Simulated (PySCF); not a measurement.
SMILES C=[CH][In]([CH]=C)[O]CC at its GFN2-xTB optimised geometry (Å):

```
19

In    -0.7212    -0.0165     0.0000
C      1.5329    -0.0165     0.0000
C      2.2181    -1.0803    -0.3713
H      2.0369     0.8964     0.2900
H      3.3030    -1.0992    -0.3971
H      1.7274    -2.0000    -0.6703
C     -2.2909     1.5589     0.0000
C     -2.0487     2.8548    -0.0167
H     -3.3030     1.1690    -0.0023
H     -2.8448     3.5922    -0.0317
H     -1.0445     3.2574    -0.0165
O     -1.7962    -1.6913    -0.1909
C     -1.4934    -3.0417    -0.0366
C     -0.7429    -3.3382     1.2605
H     -2.4468    -3.5922    -0.0323
H     -0.9023    -3.4096    -0.8900
H     -1.3398    -3.0085     2.1097
H     -0.5466    -4.4043     1.3527
H      0.2040    -2.7919     1.2675
```

Method: B3LYP/def2-SVP, def2 effective core potentials past Kr (PySCF). The core electrons that the potentials of In replace are not part of the density. Cells within 0.4 Å of a nucleus heavier than hydrogen are left out (blank, or x).

Map of the deformation density (molecule minus spherical neutral atoms) (e/bohr³) on the plane z = 1.2 Å:

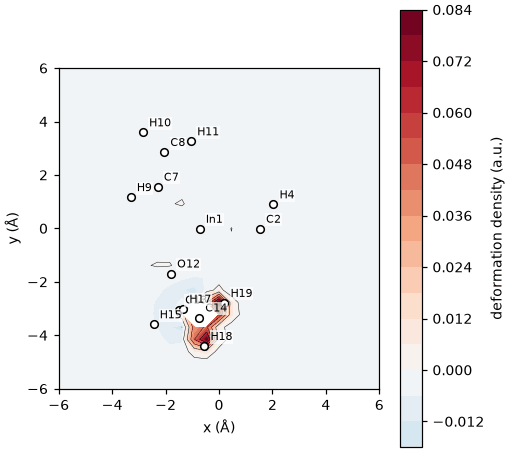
Fig. 1. Deformation density (molecule minus spherical neutral atoms) (e/bohr³) on the plane z = 1.2 Å.
